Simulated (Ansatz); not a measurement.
**Stretching the linear Cr chain, moments started antiparallel**

Does stretching change the magnetism or the channel count of the linear Cr chain, moments started antiparallel?

Calculated with Ansatz 0.2.0; DFT PBE, plane waves, PAW; relaxation of a chain's period, in the first sound run; inputs show where later runs differ.

## (1) The starting structure

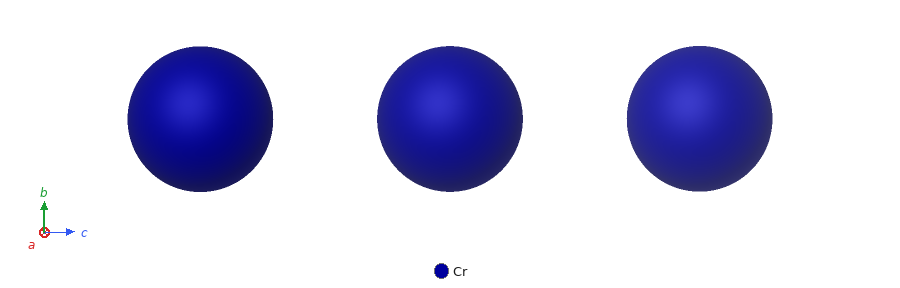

The starting structure, seen from the side, with the c axis across the page (chromium blue). Some periodic images of atoms are drawn too.

The cell holds 2 atoms: 2 Cr. Its edges and angles: a = 7.500 Å, b = 7.500 Å, c = 5.282 Å, α = 90.0°, β = 90.0°, γ = 90.0°. Vacuum lies along a and b. The structure's axis is c.

## (2) Relaxation of atoms and period

Band widths follow the bond lengths, so the chain is relaxed first. The atoms and the third cell vector are free; the box across stays fixed as vacuum. Moments are seeded so that a magnetic state can form if it lies lower. A Fermi-Dirac smearing is set since the result may be a metal. The pressure printed is a third of the stress's trace over the whole box, vacuum included; only the stress along the axis is relaxed.

Contents of input.yaml:

```yaml
crystal:
  lattice:
    - [7.5, 0.0, 0.0]
    - [0.0, 7.5, 0.0]
    - [0.0, 0.0, 5.282]
  atoms:
    - { symbol: Cr, position: [0.5, 0.5, 0.0], spin: 5.0 }
    - { symbol: Cr, position: [0.5, 0.5, 0.5], spin: -5.0 }
magnetization:
  spin_polarized: true
kpoints:
  mp_grid: { grid: [1, 1, 16] }
scf:
  occupations: { method: fermi_dirac, width: 0.05 }
hamiltonian:
  xc: pbe
relax:
  cell: { fix: [a, b, alpha, beta, gamma] }
  max_steps: 60
```

The run is started by

```sh
> ansatz run input.yaml --threads 4 --pin off --max-ram 8192MiB --backend cpu --events-out ev --progress --plain --runs-dir out
```

Numbers of over 12 decimals in the logs are rounded to 6 here.

The program printed:

```text
Engine: ansatz 0.2.0, aarch64-unknown-linux-gnu
Pseudopotentials: kind: paw
Pseudopotential: Cr, paw, valence charge 14, recommended cutoff 420 eV (normal), Cr.paw.azcp
Functional definition: PBE
  parameter kappa = 0.804
  parameter beta = 0.066725
  exchange = pbe_x(kappa = kappa, mu = beta*pi^2/3)
  correlation = pbe_c(beta = beta)
Crystal: 2 atoms, lattice volume = 297.113 Å³
Basis set: ecut = 420 eV, 5833 PW (Γ), exchange–correlation on 108×108×72 points (8 copies of the dense FFT grid, shifted against one another)
Bands: 23, of which v1, the nominal top of the filled ones, is band 14 counted from 1 (13 counted from 0)
Symmetry: 16 space group operations
Space group: P4/mmm (ITA 123), of the structure as read, at distance tolerance 6.7e-5 Å
Magnetic group: BNS 123.348 (UNI 1008), of the structure as read, at distance tolerance 6.7e-5 Å
k-points: 9 of 16
Non-local potential: Cr, projectors of the file, l = 0: 3, l = 1: 2, l = 2: 3, l = 3: 1
PAW form: soft (Blöchl's): semilocal exchange-correlation on the pseudo side does not see the compensation charge
PAW one-centre angular grid: Cr, 590 points (default); XC on 64 Gauss nodes
Initial density: superposition of atomic densities (neutral atoms: chi_scale 0, normalization atom)
Starting moments: Σ|m| = 10 μB on 2 of 2 sites
Starting magnetic order: antiferromagnet; a translation exchanges its spin sublattices: spin-degenerate at every k-point
Initial wavefunctions: pseudopotential atomic-orbital guess
Functional: x = pbe(κ = 0.804, μ = 0.219515), c = pbe(β = 0.066725)
iter 1 solved again at ethr=6.80e-4 eV; its pass at ethr=3.10e-3 eV (dr2=1.90e-1 eV) is discarded
SCF iter   1: F=—  HF=-6749.136521 eV  |F-HF|=—  |Δ(HF+E_count)|=         —  Δρ=4.11e-3 (↑4.11e-3 ↓4.11e-3)  dr2=1.93e-1  dr2_m=2.42e-2  M=0.000 μB ∫|m|=9.607 μB  β_m=0.30  ethr=6.80e-4  ⟨swp⟩=1.2  Hψ=1257  notcnv=0
Mixer restart at iter 1: flushing history
preconditioner: auto → Resta (q_TF=auto, 1.840 Å⁻¹)  ε∞=4.7  [insulator: Δε(μ)=0.292 eV  Ē_g=3.855 eV  σ=0.050 eV  W_gap=0.76  n_scr=30 (ndim 8)  ℏωp=7.5 eV  f_vac=0.637  D(μ)=1.11/eV (n_scr^D=0)  ε∞_Penn≈4.7  vacuum switching on, ρ_ref=1.1e-3 e/Å³]
spin=Collinear: Resta preconditioning applied to the charge; magnetization (m = ρ↑ − ρ↓) channel mixes plain (no charge-response kernel on spin).
SCF iter   2: F=—  HF=-6749.227161 eV  |F-HF|=—  |Δ(HF+E_count)|=         —  Δρ=4.50e-3 (↑4.50e-3 ↓4.50e-3)  dr2=1.15e-1  dr2_m=3.95e-2  M=0.000 μB ∫|m|=9.484 μB  β_m=0.30  ethr=6.80e-4  ⟨swp⟩=2.0  Hψ=285  notcnv=0
Mixer restart at iter 2: flushing history
SCF iter   3: F=—  HF=-6749.216666 eV  |F-HF|=—  |Δ(HF+E_count)|=   1.05e-2  Δρ=2.92e-3 (↑2.92e-3 ↓2.92e-3)  dr2=6.84e-2  dr2_m=1.56e-2  M=0.000 μB ∫|m|=9.538 μB  β_m=0.60  ethr=4.11e-4  ⟨swp⟩=2.0  Hψ=286  notcnv=0
SCF iter   4: F=—  HF=-6749.219104 eV  |F-HF|=—  |Δ(HF+E_count)|=   2.44e-3  Δρ=1.48e-3 (↑1.48e-3 ↓1.48e-3)  dr2=1.21e-2  dr2_m=3.12e-3  M=0.000 μB ∫|m|=9.590 μB  β_m=0.54  ethr=2.44e-4  ⟨swp⟩=2.7  Hψ=351  notcnv=0
SCF iter   5: F=—  HF=-6749.217827 eV  |F-HF|=—  |Δ(HF+E_count)|=   1.28e-3  Δρ=2.59e-4 (↑2.59e-4 ↓2.59e-4)  dr2=1.78e-3  dr2_m=8.56e-5  M=0.000 μB ∫|m|=9.627 μB  β_m=0.77  ethr=4.32e-5  ⟨swp⟩=3.0  Hψ=407  notcnv=0
SCF iter   6: F=—  HF=-6749.218196 eV  |F-HF|=—  |Δ(HF+E_count)|=   3.69e-4  Δρ=1.15e-4 (↑1.15e-4 ↓1.15e-4)  dr2=2.23e-4  dr2_m=9.91e-6  M=0.000 μB ∫|m|=9.619 μB  β_m=0.88  ethr=6.34e-6  ⟨swp⟩=2.0  Hψ=342  notcnv=0
SCF iter   7: F=—  HF=-6749.218364 eV  |F-HF|=—  |Δ(HF+E_count)|=   1.68e-4  Δρ=2.39e-5 (↑2.39e-5 ↓2.39e-5)  dr2=1.12e-5  dr2_m=3.35e-7  M=0.000 μB ∫|m|=9.618 μB  β_m=0.94  ethr=7.95e-7  ⟨swp⟩=2.0  Hψ=342  notcnv=0
SCF iter   8: F=—  HF=-6749.218403 eV  |F-HF|=—  |Δ(HF+E_count)|=   3.89e-5  Δρ=1.16e-5 (↑1.16e-5 ↓1.16e-5)  dr2=8.56e-7  dr2_m=1.43e-7  M=0.000 μB ∫|m|=9.618 μB  β_m=0.97  ethr=3.99e-8  ⟨swp⟩=2.3  Hψ=337  notcnv=0
SCF iter   9: F=—  HF=-6749.218408 eV  |F-HF|=—  |Δ(HF+E_count)|=   5.61e-6  Δρ=1.87e-6 (↑1.87e-6 ↓1.87e-6)  dr2=2.34e-8  dr2_m=5.53e-9  M=0.000 μB ∫|m|=9.618 μB  β_m=0.99  ethr=3.06e-9  ⟨swp⟩=2.8  Hψ=353  notcnv=0
SCF iter  10: F=-6749.218409 eV  HF=-6749.218409 eV  |F-HF|=1.25e-7  |Δ(HF+E_count)|=   5.23e-7  Δρ=8.19e-7 (↑8.19e-7 ↓8.19e-7)  dr2=4.90e-9  dr2_m=8.40e-10  M=0.000 μB ∫|m|=9.618 μB  ethr=8.35e-11  ⟨swp⟩=2.0  Hψ=603  notcnv=0
SCF 1 converged in 10 iterations: F = -6749.218409 eV  dr2 = 4.90e-9
  greatest PAW one-centre occupation: 1.000 electrons in one spin orbital (limit 2), on the Cr atom at site 1 (counted from 0), in its partial waves of l = 0
relax step   1: F+E_penalty+E_count = -6749.21840856 eV  Δ(F+E_penalty+E_count) = +0.000e0 eV  max|allowed force component| = 0.000e0 eV/Å  Δτ_max = 0.0000 Å  P = -0.506 GPa  Ω = 297.113 Å³  fix = [a, b, alpha, beta, gamma]  reactions: a -0.208, b -0.208 GPa  (10 SCF iters, dr2 threshold 1.00e-7 eV, accepted)
Crystal: 2 atoms, lattice volume = 290.678 Å³
Basis set: ecut = 420 eV, 5729 PW (Γ), exchange–correlation on 108×108×72 points (8 copies of the dense FFT grid, shifted against one another)
Initial density: handed on by an earlier stage of this run
Starting moments: Σ|m| = 10 μB on 2 of 2 sites; this step starts from the density that it was given
Initial wavefunctions: those handed on with the density
iter 1 solved again at ethr=7.86e-6 eV; its pass at ethr=3.10e-3 eV (dr2=2.20e-3 eV) is discarded
SCF iter   1: F=—  HF=-6749.259857 eV  |F-HF|=—  |Δ(HF+E_count)|=         —  Δρ=1.89e-3 (↑1.89e-3 ↓1.89e-3)  dr2=2.47e-3  dr2_m=8.93e-3  M=0.000 μB ∫|m|=9.467 μB  β_m=0.65  ethr=7.86e-6  ⟨swp⟩=2.0  Hψ=1093  notcnv=0
preconditioner: auto → Resta (q_TF=auto, 1.847 Å⁻¹)  ε∞=5.1  [insulator: Δε(μ)=0.360 eV  Ē_g=3.712 eV  σ=0.050 eV  W_gap=0.87  n_scr=30 (ndim 8)  ℏωp=7.5 eV  f_vac=0.663  D(μ)=0.61/eV (n_scr^D=0)  ε∞_Penn≈5.1  vacuum switching on, ρ_ref=1.0e-3 e/Å³]
spin=Collinear: Resta preconditioning applied to the charge; magnetization (m = ρ↑ − ρ↓) channel mixes plain (no charge-response kernel on spin).
SCF iter   2: F=—  HF=-6749.258540 eV  |F-HF|=—  |Δ(HF+E_count)|=   1.32e-3  Δρ=4.76e-4 (↑4.76e-4 ↓4.76e-4)  dr2=8.20e-4  dr2_m=3.81e-4  M=0.000 μB ∫|m|=9.480 μB  β_m=0.50  ethr=7.86e-6  ⟨swp⟩=2.0  Hψ=394  notcnv=0
SCF iter   3: F=—  HF=-6749.259221 eV  |F-HF|=—  |Δ(HF+E_count)|=   6.81e-4  Δρ=3.14e-4 (↑3.14e-4 ↓3.14e-4)  dr2=1.15e-4  dr2_m=2.44e-4  M=0.000 μB ∫|m|=9.479 μB  β_m=0.58  ethr=2.93e-6  ⟨swp⟩=2.0  Hψ=383  notcnv=0
[...]
SCF iter   4: F=—  HF=-6749.319311 eV  |F-HF|=—  |Δ(HF+E_count)|=   6.71e-4  Δρ=1.16e-4 (↑1.16e-4 ↓1.16e-4)  dr2=2.31e-4  dr2_m=2.16e-5  M=0.000 μB ∫|m|=9.126 μB  β_m=0.77  ethr=2.55e-6  ⟨swp⟩=2.2  Hψ=307  notcnv=0
SCF iter   5: F=—  HF=-6749.319338 eV  |F-HF|=—  |Δ(HF+E_count)|=   2.66e-5  Δρ=5.04e-5 (↑5.04e-5 ↓5.04e-5)  dr2=1.95e-5  dr2_m=2.17e-6  M=0.000 μB ∫|m|=9.128 μB  β_m=0.89  ethr=8.24e-7  ⟨swp⟩=2.0  Hψ=333  notcnv=0
SCF iter   6: F=—  HF=-6749.319372 eV  |F-HF|=—  |Δ(HF+E_count)|=   3.44e-5  Δρ=1.25e-5 (↑1.25e-5 ↓1.25e-5)  dr2=2.12e-6  dr2_m=2.12e-7  M=0.000 μB ∫|m|=9.128 μB  β_m=0.94  ethr=6.96e-8  ⟨swp⟩=2.0  Hψ=333  notcnv=0
SCF iter   7: F=—  HF=-6749.319375 eV  |F-HF|=—  |Δ(HF+E_count)|=   2.90e-6  Δρ=2.24e-6 (↑2.24e-6 ↓2.24e-6)  dr2=9.93e-8  dr2_m=2.13e-9  M=0.000 μB ∫|m|=9.128 μB  β_m=0.97  ethr=7.58e-9  ⟨swp⟩=2.0  Hψ=334  notcnv=0
SCF iter   8: F=-6749.319376 eV  HF=-6749.319376 eV  |F-HF|=4.68e-8  |Δ(HF+E_count)|=   5.74e-7  Δρ=4.25e-7 (↑4.25e-7 ↓4.25e-7)  dr2=2.28e-9  dr2_m=1.53e-10  M=0.000 μB ∫|m|=9.128 μB  ethr=3.55e-10  ⟨swp⟩=2.2  Hψ=674  notcnv=0
SCF 3 converged in 8 iterations: F = -6749.319376 eV  dr2 = 2.28e-9
relax step   3: F+E_penalty+E_count = -6749.31937567 eV  Δ(F+E_penalty+E_count) = -6.006e-2 eV  max|allowed force component| = 0.000e0 eV/Å  Δτ_max = 0.0000 Å  P = -0.265 GPa  Ω = 276.194 Å³  energy of the carried Pulay correction = +4.811e-4 eV  fix = [a, b, alpha, beta, gamma]  reactions: a -0.220, b -0.220 GPa  (8 SCF iters, dr2 threshold 2.00e-7 eV, accepted)
[...]
relax step   4: F+E_penalty+E_count = -6749.32549465 eV  Δ(F+E_penalty+E_count) = -6.119e-3 eV  max|allowed force component| = 0.000e0 eV/Å  Δτ_max = 0.0000 Å  P = -0.094 GPa  Ω = 267.200 Å³  energy of the carried Pulay correction = +7.049e-4 eV  fix = [a, b, alpha, beta, gamma]  reactions: a -0.227, b -0.227 GPa  (8 SCF iters, dr2 threshold 2.00e-7 eV, accepted)
[...]
relax step   5: F+E_penalty+E_count = -6749.32679683 eV  Δ(F+E_penalty+E_count) = -1.302e-3 eV  max|allowed force component| = 0.000e0 eV/Å  Δτ_max = 0.0000 Å  P = -0.143 GPa  Ω = 269.508 Å³  energy of the carried Pulay correction = +6.465e-4 eV  fix = [a, b, alpha, beta, gamma]  reactions: a -0.225, b -0.225 GPa  (7 SCF iters, dr2 threshold 7.30e-8 eV, accepted)
Initial wavefunctions: pseudopotential atomic-orbital guess (no wavefunctions were taken with the density)
iter 1 solved again at ethr=5.12e-8 eV; its pass at ethr=3.10e-3 eV (dr2=1.43e-5 eV) is discarded
SCF iter   1: F=—  HF=-6749.325872 eV  |F-HF|=—  |Δ(HF+E_count)|=         —  Δρ=4.75e-5 (↑4.75e-5 ↓4.75e-5)  dr2=4.28e-6  dr2_m=1.96e-6  M=0.000 μB ∫|m|=8.929 μB  β_m=0.65  ethr=5.12e-8  ⟨swp⟩=3.7  Hψ=1492  notcnv=0
preconditioner: auto → Resta (q_TF=auto, 1.871 Å⁻¹)  ε∞=5.1  [insulator: Δε(μ)=0.596 eV  Ē_g=3.877 eV  σ=0.050 eV  W_gap=0.99  n_scr=30 (ndim 8)  ℏωp=7.8 eV  f_vac=0.666  D(μ)=0.06/eV (n_scr^D=0)  ε∞_Penn≈5.1  vacuum switching on, ρ_ref=1.1e-3 e/Å³]
spin=Collinear: Resta preconditioning applied to the charge; magnetization (m = ρ↑ − ρ↓) channel mixes plain (no charge-response kernel on spin).
SCF iter   2: F=—  HF=-6749.325766 eV  |F-HF|=—  |Δ(HF+E_count)|=   1.05e-4  Δρ=1.43e-5 (↑1.43e-5 ↓1.43e-5)  dr2=2.82e-7  dr2_m=7.71e-8  M=0.000 μB ∫|m|=8.930 μB  β_m=0.58  ethr=1.53e-8  ⟨swp⟩=2.2  Hψ=257  notcnv=0
SCF iter   3: F=—  HF=-6749.325770 eV  |F-HF|=—  |Δ(HF+E_count)|=   4.19e-6  Δρ=5.63e-6 (↑5.63e-6 ↓5.63e-6)  dr2=4.99e-8  dr2_m=5.05e-8  M=0.000 μB ∫|m|=8.930 μB  β_m=0.79  ethr=1.01e-9  ⟨swp⟩=2.0  Hψ=315  notcnv=0
SCF iter   4: F=—  HF=-6749.325771 eV  |F-HF|=—  |Δ(HF+E_count)|=   8.87e-7  Δρ=2.52e-6 (↑2.52e-6 ↓2.52e-6)  dr2=2.81e-8  dr2_m=1.10e-8  M=0.000 μB ∫|m|=8.930 μB  β_m=0.79  ethr=1.78e-10  ⟨swp⟩=2.0  Hψ=263  notcnv=0
SCF iter   5: F=—  HF=-6749.325771 eV  |F-HF|=—  |Δ(HF+E_count)|=   4.26e-8  Δρ=1.56e-6 (↑1.56e-6 ↓1.56e-6)  dr2=8.19e-9  dr2_m=3.27e-9  M=0.000 μB ∫|m|=8.930 μB  β_m=0.79  ethr=1.00e-10  ⟨swp⟩=2.0  Hψ=317  notcnv=0
SCF iter   6: F=—  HF=-6749.325771 eV  |F-HF|=—  |Δ(HF+E_count)|=  4.09e-11  Δρ=4.22e-7 (↑4.22e-7 ↓4.22e-7)  dr2=5.67e-10  dr2_m=2.84e-10  M=0.000 μB ∫|m|=8.930 μB  β_m=0.90  ethr=2.92e-11  ⟨swp⟩=2.0  Hψ=263  notcnv=0
SCF iter   7: F=—  HF=-6749.325771 eV  |F-HF|=—  |Δ(HF+E_count)|=   1.46e-8  Δρ=2.99e-8 (↑2.99e-8 ↓2.99e-8)  dr2=3.76e-11  dr2_m=4.68e-13  M=0.000 μB ∫|m|=8.930 μB  β_m=0.95  ethr=2.03e-12  ⟨swp⟩=2.0  Hψ=290  notcnv=0
SCF iter   8: F=-6749.325771 eV  HF=-6749.325771 eV  |F-HF|=1.10e-8  |Δ(HF+E_count)|=   3.80e-9  Δρ=1.83e-8 (↑1.83e-8 ↓1.83e-8)  dr2=2.74e-12  dr2_m=3.39e-13  M=0.000 μB ∫|m|=8.930 μB  ethr=1.00e-12  ⟨swp⟩=3.2  Hψ=749  notcnv=0
SCF 6 converged in 8 iterations: F = -6749.325771 eV  dr2 = 2.74e-12
relax step   6: F+E_penalty+E_count = -6749.32577140 eV  Δ(F+E_penalty+E_count) = +1.025e-3 eV  max|allowed force component| = 0.000e0 eV/Å  Δτ_max = 0.0000 Å  P = -0.141 GPa  Ω = 269.508 Å³  fix = [a, b, alpha, beta, gamma]  reactions: a -0.224, b -0.224 GPa  stress off target by 2.55e-2 GPa on what of the cell is left free  SCF on the basis re-selected at this cell (its energy is not comparable with the rows above)  (8 SCF iters)
basis re-selected at this cell: Δ(F+E_penalty+E_count) = +1.025e-3 eV, ΔP = +0.002 GPa vs the last step (what re-selecting the basis moved, of the pressure what is left beyond the Pulay correction that the steps carried, after the strain that the cell walked since its last selection, with what the two solves' SCF thresholds leave and, on support functions, any second-order correction that the steps lacked; it is no measure of the basis error at this ecutwfc). This SCF's stress stands 2.55e-2 GPa from its target on what of the cell is left free (relax.cell.stress_tol is 5.00e-2 GPa) and its largest allowed force component is 0.00e0 eV/Å (relax.f_tol is 1.00e-2 eV/Å): [rest of the remark cut]
SCF converged after 8 iterations
Magnetization: 0.0000 μB (14.0000 up, 14.0000 down)
Absolute magnetization: 8.9305 μB (∫|ρ↑−ρ↓|, with the PAW one-centre terms)
Spin contamination: 4.2987 ħ² per cell (⟨S²⟩ above its minimum at these occupations)
Per-site moments (μB) at R_I (Å): [(3.597718, 0.988196), (-3.597718, 0.988196)]
Free energy (F): -6749.325771 eV
Harris-Foulkes:  -6749.325771 eV  (|F-HF|=1.10e-8)
Internal energy: -6749.324780 eV  (E = F + TS)
E sigma→0 (E₀):  -6749.325276 eV
Entropy (-TS):   -0.000991 eV (-0.495 meV/atom)
Fermi energy:    -1.885108 eV
--- Per-component energies (eV) ---
  E_band       = -836.281311
  E_kinetic    = 687.490257
  E_local      = -7679.700477  (includes V_loc(G=0)·N_el)
  E_nonlocal   = 179.881692
  E_hartree    = 3414.612023
  E_xc         = -271.098922
  E_vxc        = -344.865701  (∫ρ·V_xc dr)
  E_paw        = -2408.496369  (= ΣΔE_a)
  E_vpaw       = -508.311870  (= ΣTr[D̂ρ^β])
  E_aug_tail   = 0.000758  (compensation charges beyond the density's cutoff)
  E_ewald      = -672.013744
  E_smearing   = -0.000991  (= −TS)
  E_closure    = -0.000000  (closes the sum)
  Σ components = -6749.325771   (vs F -6749.325771, Δ=0.00e0)
--- Forces (eV/Å), atoms counted from 1 ---
  atom   1  Cr     0.00000000     0.00000000     0.00000000
  atom   2  Cr     0.00000000    -0.00000000     0.00000000
  max |Σ_I F_I| component: 2.90e-28 eV/Å
--- Stress (GPa, compression-positive) ---
       -0.224395       0.000000       0.000000
        0.000000      -0.224395       0.000000
        0.000000       0.000000       0.025453
  P = ⅓ Tr σ = -0.1411 GPa (-1.411 kbar)
--- Relaxed structure (5 steps of the walk, 5 accepted, 1 SCFs on fresh bases) ---
  F+E_penalty+E_count = -6749.32577140 eV   max|allowed force component| = 0.000e0 eV/Å   (the final SCF, on the basis selected at the relaxed cell)
  cell:  # Å, volume = 269.5081 Å³
    - [7.5, 0.0, 0.0]
    - [0.0, 7.5, 0.0]
    - [0.0, 0.0, 4.791255]
  atoms:
    - { symbol: Cr, position: [0.5, 0.5, 0.0] }
    - { symbol: Cr, position: [0.5, 0.5, 0.5] }
```

Wall time 7.7 s (4 threads of Arm Neoverse V2, shared host); peak memory 0.59 GiB; 27 s of CPU time.

Relaxation path:

| step | energy less that of the first step (eV) | largest force component (eV/Å) | pressure (GPa) | volume (Å³) |
| --- | --- | --- | --- | --- |
| 1 | 0.0000 | 0.0000 | -0.51 | 297.11 |
| 2 | -0.0409 | 0.0000 | -0.45 | 290.68 |
| 3 | -0.1010 | 0.0000 | -0.26 | 276.19 |
| 4 | -0.1071 | 0.0000 | -0.09 | 267.20 |
| 5 | -0.1084 | 0.0000 | -0.14 | 269.51 |
| 6* | -0.1074 | 0.0000 | -0.14 | 269.51 |

Relaxation steps marked * repeat the geometry before them on a plane-wave basis chosen anew for their cell, so energy and pressure can jump there.

Forces are held to the 16 operations that the run works with; a distortion that breaks them can't arise in this run.

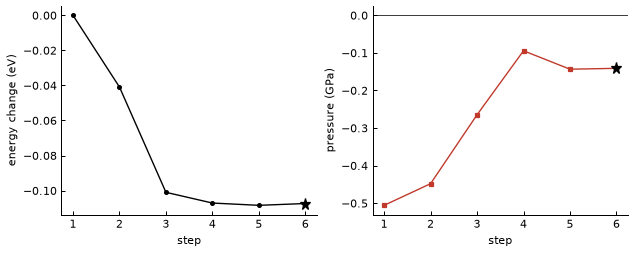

Energy and pressure along the relaxation. Stars mark steps on a basis chosen anew.

| cell as run | before | after | change |
| --- | --- | --- | --- |
| c (Å) | 5.282 | 4.791 | -9.3 % |

Final coordinates:

```
Cr
1.0
     7.50000    0.00000    0.00000
     0.00000    7.50000    0.00000
     0.00000    0.00000    4.79125
Cr
2
Direct
  0.50000 0.50000 0.00000
  0.50000 0.50000 0.50000
```

Numbers from this step:

```yaml
energy_at_zero_smearing: -6749.3253 eV
absolute_moment: 8.930 μB
cell_length_along_the_wire: 4.791 Å
```

Site moment by atom:

| atom | site moment (μB) |
| --- | --- |
| Cr1 | 3.60 |
| Cr2 | -3.60 |

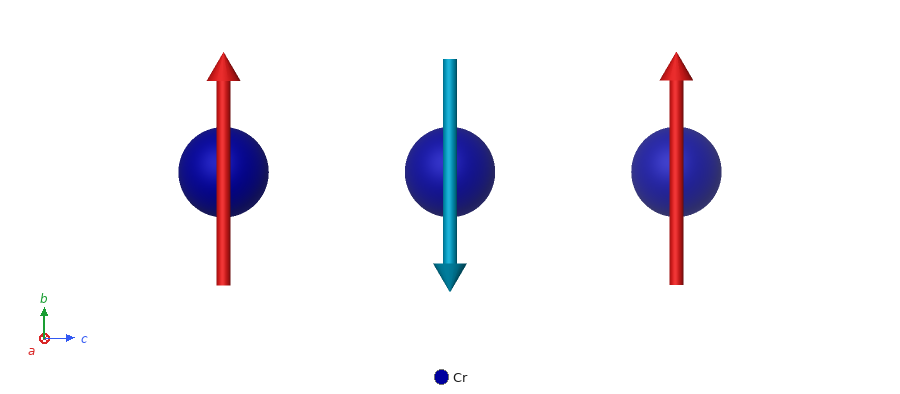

Site moment as arrows, the longest 3.60 μB. Up and down stand for the sign. Arrows give size and sign along the axis of quantisation, drawn up and down the page. The two directions have two colours. Some periodic images of atoms are drawn too.

The cell's length comes to 4.791 Å with an absolute moment of 8.93 μB a cell.

(Continued in part 2 of 3.)

[Logs are printed without paths, hosts, clocks, repeated set-up lines and the standing remarks that a program may print on its own settings, such as how far it seeks lower states.]

[Hosts, paths, dates, database ids (printed as entryN), source tags and the programs' standing remarks are cut or masked in the printed files.]
